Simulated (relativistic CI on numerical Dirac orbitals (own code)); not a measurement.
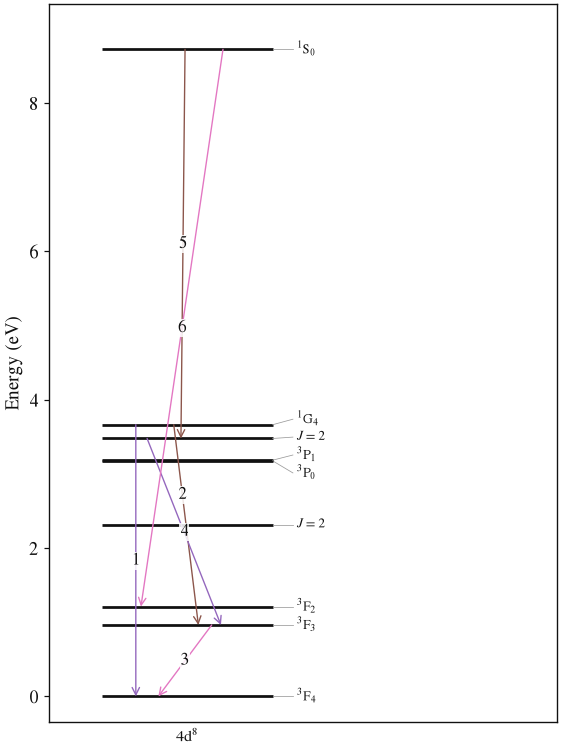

*Levels of Sn⁶⁺ (tin, Z = 50) with 6 numbered transitions. Rates are at computed energies.*

| No. | Upper | Lower | Type | λ (vacuum) | A (s⁻¹) |
| --- | --- | --- | --- | --- | --- |
| 1 | 4d⁸ ¹G₄ | 4d⁸ ³F₄ | M1 | 338.5 nm | 13 |
| 2 | 4d⁸ ¹G₄ | 4d⁸ ³F₃ | M1 | 459.1 nm | 3.2 |
| 3 | 4d⁸ ³F₃ | 4d⁸ ³F₄ | M1 | 1289 nm | 12 |
| 4 | 4d⁸ [(4d₃/₂)²] J = 2 | 4d⁸ ³F₃ | M1 | 492.9 nm | 23 |
| 5 | 4d⁸ ¹S₀ | 4d⁸ [(4d₃/₂)²] J = 2 | E2 | 236.3 nm | 14 |
| 6 | 4d⁸ ¹S₀ | 4d⁸ ³F₂ | E2 | 165.0 nm | 18 |

Line 4 has the largest rate; it falls in the visible region.

## Relativistic CI calculation, with input and output: Sn⁶⁺

Sn⁶⁺. Computed at this level: Dirac-Coulomb-Breit CI, KLI orbitals optimised for each configuration, model QED (radiative potential, 1s self-energy scaled to tabulated hydrogen-like ionisation energies), valence Slater integrals scaled by 0.9 (relativistic CI on numerical Dirac orbitals, in-house).

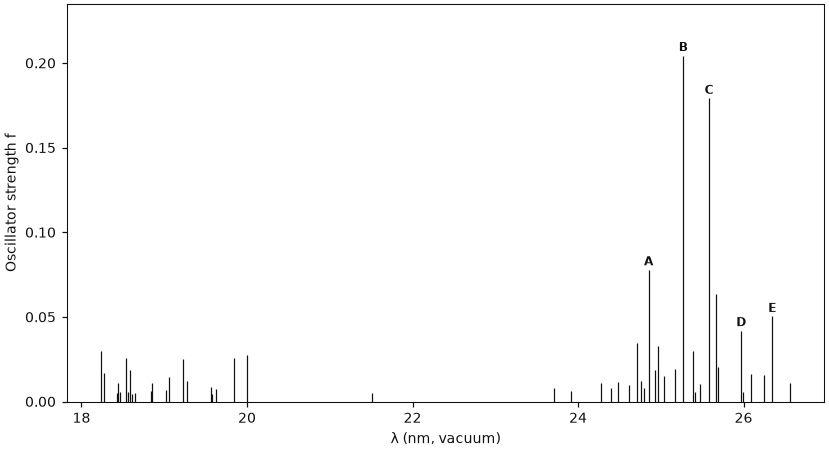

*Absorption lines from the lowest level (oscillator strengths f) for Sn VII (Sn⁶⁺).*

A: 4d⁷ 5p ³D°₃ ← 4d⁸ ³F₄, 24.85 nm, f = 0.078; B: 4d⁷ 5p ³G°₅ ← 4d⁸ ³F₄, 25.27 nm, f = 0.20; C: 4d⁷ 5p J = 4 (odd, mixed, level 73) ← 4d⁸ ³F₄, 25.58 nm, f = 0.18; D: 4d⁷ 5p J = 3 (odd, mixed, level 66) ← 4d⁸ ³F₄, 25.97 nm, f = 0.042; E: 4d⁷ 5p J = 4 (odd, mixed, level 60) ← 4d⁸ ³F₄, 26.35 nm, f = 0.050. The strongest, B, lies in the extreme ultraviolet region.

Input and output of the run follow.

### Input file
```
atom Sn  Z=50  charge=6  electrons=44
nucleus A=120  rms_radius_fm=4.6519
hamiltonian dirac-coulomb  breit=on  qed=on  c_scale=1
orbitals kli  potential=per-configuration
slater_scale 0.9
correlation none
mixing on
configurations
  [Kr] 4d8
  [Kr] 4d7 5s
  [Kr] 4d7 4f
  [Ar] 3d10 4s2 4p5 4d9
  [Kr] 4d7 5p
  [Kr] 4d7 5d
  [Kr] 4d7 6s
  [Ar] 3d10 4s 4p6 4d9
  [Kr] 4d7 6p
  [Kr] 4d7 5f
  [Ar] 3d10 4s2 4p5 4d8 4f
  [Kr] 4d7 6d
  [Kr] 4d6 5s 5p
  [Kr] 4d7 7s
  [Kr] 4d7 5g
  [Kr] 4d7 7p
  [Kr] 4d7 6f
  [Kr] 4d6 4f 5s
  [Ar] 3d10 4s2 4p5 4d8 5s
  [Ar] 3d10 4p6 4d10
  [Ar] 3d10 4s 4p6 4d8 4f
  [Ar] 3d10 4s2 4p5 4d8 5p
  [Ar] 3d10 4s2 4p5 4d8 5d
  [Kr] 4d6 5s2
  [Kr] 4d5 4f 5s2
  [Kr] 4d5 5s2 5p
  [Kr] 4d5 5s2 5d
  [Kr] 4d5 5s2 6s
end
```

Launched within a batch (the task file carries these settings):
```bash
python <driver script> task.json out
```

The program writes its results to a structured record and prints no log; tables and figures of this report are taken from that record.

### The lowest 45 levels

| Configuration | Level | E (cm⁻¹) | LS purity (%) | Landé g | Lifetime (s; – stable or not computed) |
| --- | --- | --- | --- | --- | --- |
| 4d⁸ | ³F₄ | 0 | 98 | 1.246 | – |
| 4d⁸ | ³F₃ | 7,760 | 99 | 1.083 | 8.4×10⁻² |
| 4d⁸ | ³F₂ | 9,765 | 69 | 0.793 | 5.0×10⁰ |
| 4d⁸ | J = 2 (even, mixed) | 18,680 | 55 | 1.198 | 6.1×10⁻² |
| 4d⁸ | ³P₀ | 25,620 | 95 | – | 1.1×10¹ |
| 4d⁸ | ³P₁ | 25,680 | 99 | 1.500 | 1.1×10⁻¹ |
| 4d⁸ | [(4d₃/₂)²] J = 2 | 28,050 | 52 | 1.174 | 3.0×10⁻² |
| 4d⁸ | ¹G₄ | 29,540 | 98 | 1.003 | 6.1×10⁻² |
| 4d⁸ | ¹S₀ | 70,370 | 95 | – | 4.1×10⁻³ |
| 4d⁷ 5s | ⁵F₅ | 271,500 | 95 | 1.390 | 3.5×10⁻⁴ |
| 4d⁷ 5s | ⁵F₄ | 276,300 | 90 | 1.333 | 6.0×10⁻⁵ |
| 4d⁷ 5s | ⁵F₃ | 280,200 | 95 | 1.245 | 1.8×10⁻⁴ |
| 4d⁷ 5s | ⁵F₂ | 282,400 | 93 | 1.008 | 1.9×10⁻⁴ |
| 4d⁷ 5s | ⁵F₁ | 283,800 | 91 | 0.047 | 1.7×10⁻⁴ |
| 4d⁷ 5s | ³F₄ | 285,900 | 83 | 1.237 | 4.5×10⁻⁶ |
| 4d⁷ 5s | ³F₃ | 291,700 | 61 | 1.260 | 6.1×10⁻⁶ |
| 4d⁷ 5s | ⁵P₂ | 292,000 | 62 | 1.645 | 2.6×10⁻⁵ |
| 4d⁷ 5s | ⁵P₃ | 293,400 | 68 | 1.481 | 1.3×10⁻⁵ |
| 4d⁷ 5s | ⁵P₁ | 295,600 | 72 | 2.187 | 4.1×10⁻⁵ |
| 4d⁷ 5s | ³F₂ | 295,700 | 80 | 0.823 | 4.6×10⁻⁶ |
| 4d⁷ 5s | ³G₅ | 297,500 | 78 | 1.179 | 1.3×10⁻⁵ |
| 4d⁷ 5s | [(4d₃/₂)³ (4d₅/₂)⁴ 5s] J = 4 | 299,400 | 59 | 1.008 | 1.0×10⁻⁵ |
| 4d⁷ 5s | J = 1 (even, mixed) | 302,700 | 33 | 1.346 | 6.5×10⁻⁶ |
| 4d⁷ 5s | ³P₂ | 303,100 | 60 | 1.431 | 6.0×10⁻⁶ |
| 4d⁷ 5s | ³G₃ | 303,900 | 94 | 0.769 | 1.3×10⁻⁵ |
| 4d⁷ 5s | ³H₆ | 305,000 | 100 | 1.166 | 1.2×10⁻⁵ |
| 4d⁷ 5s | ³P₀ | 305,800 | 100 | – | 7.5×10⁻⁶ |
| 4d⁷ 5s | [(4d₃/₂)³ (4d₅/₂)⁴ 5s] J = 4 | 306,900 | 48 | 0.993 | 7.5×10⁻⁶ |
| 4d⁷ 5s | [(4d₃/₂)³ (4d₅/₂)⁴ 5s] J = 5 | 307,500 | 72 | 1.036 | 9.9×10⁻⁶ |
| 4d⁷ 5s | ³P₂ | 308,500 | 72 | 1.435 | 5.1×10⁻⁶ |
| 4d⁷ 5s | ³D₃ | 308,900 | 88 | 1.328 | 1.1×10⁻⁵ |
| 4d⁷ 5s | ³P₁ | 310,100 | 73 | 1.319 | 5.2×10⁻⁶ |
| 4d⁷ 5s | J = 2 (even, mixed) | 312,400 | 46 | 1.176 | 7.1×10⁻⁶ |
| 4d⁷ 5s | [(4d₃/₂)² (4d₅/₂)⁵ 5s] J = 4 | 313,600 | 60 | 0.885 | 8.5×10⁻⁶ |
| 4d⁷ 5s | [(4d₃/₂)² (4d₅/₂)⁵ 5s] J = 1 | 313,800 | 48 | 1.169 | 8.6×10⁻⁶ |
| 4d⁷ 5s | ¹H₅ | 315,800 | 75 | 1.026 | 6.0×10⁻⁶ |
| 4d⁷ 5s | ³P₀ | 315,900 | 100 | – | 4.0×10⁻⁶ |
| 4d⁷ 5s | ³F₂ | 322,000 | 63 | 0.864 | 9.0×10⁻⁶ |
| 4d⁷ 5s | J = 2 (even, mixed) | 322,700 | 40 | 0.957 | 7.0×10⁻⁶ |
| 4d⁷ 5s | J = 1 (even, mixed) | 322,800 | 44 | 0.925 | 5.3×10⁻⁶ |
| 4d⁷ 5s | ³F₃ | 323,200 | 89 | 1.086 | 1.0×10⁻⁵ |
| 4d⁷ 5s | ³F₄ | 325,900 | 95 | 1.240 | 1.1×10⁻⁵ |
| 4d⁷ 5s | ¹F₃ | 331,300 | 90 | 1.006 | 4.0×10⁻⁶ |
| 4d⁷ 5s | ³D₁ | 348,500 | 98 | 0.502 | 7.6×10⁻⁶ |
| 4d⁷ 5s | ³D₂ | 349,600 | 92 | 1.154 | 7.1×10⁻⁶ |

### Results in brief

- outcome: converged
- lowest level: 4d⁸ ³F₄
- first excited level: 4d⁸ ³F₃, 7,760 cm⁻¹
- ionisation energy: 113.711 eV
- levels computed: 5140
- SCF iterations: 263
- hardware: 1 thread of Arm Neoverse N1, 16 GiB of memory available, shared host
- wall time: 8.2 s

### Remarks

Caveats: configurations can be misplaced by up to about 7 % of their energy; only a limited list of configurations is included, so lower levels can be missing; only lines among the lowest 400 of 5140 levels are drawn.
